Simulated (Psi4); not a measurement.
**U-revPBE/def2-TZVPPD run of N2H (dinitrogen monohydride)**

What is the energy change on altering one bond length of N2H (dinitrogen monohydride) at U-revPBE/def2-TZVPPD? 

Program for the calculation: Psi4 1.11.

### 1 The system as given

The species is N2H (3 atoms), meant as a doublet with charge 0. As SMILES, `[N]=N`. Geometry: relaxed at PBE0-D4/def2-TZVP.

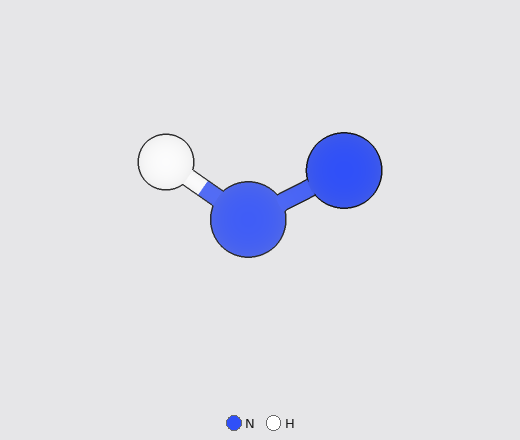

The structure, seen from a chosen angle (nitrogen blue, hydrogen white).

### 2 A single-point energy at U-revPBE/def2-TZVPPD

File calc.py:

```python
import psi4

psi4.set_memory(2200000000)
psi4.set_num_threads(1)
psi4.core.set_output_file('output.dat', False)

mol = psi4.geometry("""
0 2
N
N 1 1.164661
H 2 1.056529 1 117.49315
symmetry c1
""")

psi4.set_options({
    'reference': 'uks',
    'puream': True,
    'e_convergence': 1e-09,
    'd_convergence': 1e-08,
    'scf_type': 'pk',
    'dft_radial_points': 99,
    'dft_spherical_points': 590,
    'maxiter': 100,
})

e_tot, wfn = psi4.energy('revpbe/def2-TZVPPD', return_wfn=True)
psi4.oeprop(wfn, 'WIBERG_LOWDIN_INDICES', 'LOWDIN_CHARGES', 'DIPOLE')
print(f'revpbe/def2-TZVPPD energy: {e_tot:.10f} Eh')
```

Launch:

```sh
$ python calc.py
```

output.dat:

```text
[...]
  Running in c1 symmetry.
[...]
  Nuclear repulsion =   27.719691726155197
[...]
  Multiplicity = 2
[...]
  Nalpha       = 8
  Nbeta        = 7
[...]
    Number of basis functions: 91
[...]
   @UKS iter   1:  -109.92748017536330   -2.27276e-01   5.91769e-03 ADIIS/DIIS
[...]
   @UKS iter  12:  -110.05649076762531   -9.10916e-12   7.99332e-09 DIIS
[...]
   @S^2 Observed:                7.534226684E-01
[...]
    Orbital Energies [Eh]
    ---------------------
    Alpha Occupied:
       1A    -14.080574     2A    -14.064873     3A     -0.998781
       4A     -0.617229     5A     -0.436404     6A     -0.397730
       7A     -0.373266     8A     -0.171974
    Alpha Virtual:
       9A     -0.092646    10A     -0.008608    11A      0.062342
      12A      0.080659    13A      0.104886    14A      0.139202
      15A      0.193095    16A      0.225385    17A      0.241145
      18A      0.243080    19A      0.271747    20A      0.299222
      21A      0.318551    22A      0.369110    23A      0.377400
      24A      0.402465    25A      0.403550    26A      0.431925
[...]
  @UKS Final Energy:  -110.05649076762531
   => Energetics <=
    Nuclear Repulsion Energy =             27.7196917261551974
    One-Electron Energy =                -203.4029372576334822
    Two-Electron Energy =                  79.6937719162716576
    DFT Exchange-Correlation Energy =     -14.0670171524186767
    Empirical Dispersion Energy =           0.0000000000000000
    VV10 Nonlocal Energy =                  0.0000000000000000
    Total Energy =                       -110.0564907676253057
[...]
 Multipole Moments:
 ------------------------------------------------------------------------------------
     Multipole            Electronic (a.u.)      Nuclear  (a.u.)        Total (a.u.)
 ------------------------------------------------------------------------------------
 L = 1.  Multiply by 2.5417464519 to convert [e a0] to [Debye]
 Dipole X            :         -0.3646184            0.8482767            0.4836583
 Dipole Y            :          0.4646264           -0.9685277           -0.5039013
 Dipole Z            :         -0.0000000            0.0000000           -0.0000000
 Magnitude           :                                                    0.6984567
[...]
```

On the terminal:

```text
revpbe/def2-TZVPPD energy: -110.0564907676 Eh
```

Wall time 16 s (1 thread of AMD EPYC 7R43 (Zen 3), shared host); peak memory 0.77 GiB.

### 3 The distorted shape: energy and forces at U-revPBE/def2-TZVPPD

File job.inp:

```
memory 2.2 GB

molecule system {
  0 2
  N
  N 1 2.5623
  H 2 1.056529 1 117.49315
  symmetry c1
  no_reorient
  no_com
}

set basis def2-TZVPPD
set reference uks
set puream true
set e_convergence 1e-09
set d_convergence 1e-08
set scf_type pk
set dft_radial_points 99
set dft_spherical_points 590
set maxiter 100

e_tot, wfn = gradient('revpbe', return_wfn=True)
oeprop(wfn, 'MULLIKEN_CHARGES', 'DIPOLE', 'QUADRUPOLE', title='REVPBE')
```

Launch:

```sh
$ psi4 -i job.inp -o job.out -n 1
```

job.out (excerpt; [...] marks lines left out):

```text
[...]
  Running in c1 symmetry.
[...]
  Nuclear repulsion =   14.786656464740972
[...]
  Multiplicity = 2
[...]
  Nalpha       = 8
  Nbeta        = 7
[...]
    Number of basis functions: 91
[...]
   @UKS iter   1:  -108.37288629843363    5.80985e-01   1.55428e-02 ADIIS/DIIS
[...]
   @UKS iter  23:  -109.82271319983926   -1.19371e-12   1.90180e-09 DIIS
[...]
   @S^2 Observed:                2.565390916E+00
[...]
  @UKS Final Energy:  -109.82271319983926
   => Energetics <=
    Nuclear Repulsion Energy =             14.7866564647409717
    One-Electron Energy =                -178.0103431425634710
    Two-Electron Energy =                  67.3188613467227981
    DFT Exchange-Correlation Energy =     -13.9178878687395429
    Empirical Dispersion Energy =           0.0000000000000000
    VV10 Nonlocal Energy =                  0.0000000000000000
    Total Energy =                       -109.8227131998392565
[...]
  -Total Gradient:
     Atom            X                  Y                   Z
    ------   -----------------  -----------------  -----------------
       1       -0.002116626191     0.008278361205     0.000000000000
       2        0.001362609148    -0.002098888876    -0.000000000000
       3        0.000754335338    -0.006179695686     0.000000000000
[...]
 Multipole Moments:
 ------------------------------------------------------------------------------------
     Multipole            Electronic (a.u.)      Nuclear  (a.u.)        Total (a.u.)
 ------------------------------------------------------------------------------------
 L = 1.  Multiply by 2.5417464519 to convert [e a0] to [Debye]
 Dipole X            :         -0.3719748            0.8482767            0.4763018
 Dipole Y            :          1.3289951           -1.6010344           -0.2720394
 Dipole Z            :         -0.0000000            0.0000000           -0.0000000
 Magnitude           :                                                    0.5485151
 L = 2.  Multiply by 1.3450342976 to convert [e a0^2] to [Debye ang]
 Quadrupole XX       :        -11.5549794            2.9755548           -8.5794246
 Quadrupole XY       :          4.0997042           -5.6160518           -1.5163476
[...]
  Mulliken Charges: (a.u.)
   Center  Symbol    Alpha    Beta     Spin     Total
[...]
```

Wall time 28 s (1 thread of AMD EPYC 7R43 (Zen 3), shared host); peak memory 0.72 GiB.

### 4 Results

Level: U-revPBE/def2-TZVPPD.

| quantity | value |
| --- | --- |
| first shape: total energy | -110.05649 Eh |
| first shape: dipole moment | 1.78 D |
| first shape: HOMO energy (highest over α and β) | -4.68 eV |
| first shape: LUMO energy (lowest over α and β) | -2.91 eV |
| first shape: ⟨S²⟩ | 0.753 |
| distorted shape: total energy | -109.82271 Eh |
| distorted shape: dipole moment | 1.39 D |
| distorted shape: HOMO energy (highest over α and β) | -7.65 eV |
| distorted shape: LUMO energy (lowest over α and β) | -4.20 eV |
| distorted shape: ⟨S²⟩ | 2.565 |
| distorted shape: largest force on an atom | 0.439 eV/Å |
| energy change with the N1–N2 bond stretched from 1.165 to 2.562 Å | 6.361 eV |

What this shows: With the N1–N2 bond stretched from 1.165 to 2.562 Å the energy rises by 6.36 eV (147 kcal/mol). The first shape isn't relaxed at this level, so the change isn't measured from a minimum. ⟨S²⟩ (distorted shape) is 2.57 where a pure doublet has 0.75: the reference is spin-contaminated. Mulliken charges (distorted shape) run from -0.10 on N2 to +0.09 on H3; in a basis this large or diffuse they mean little.
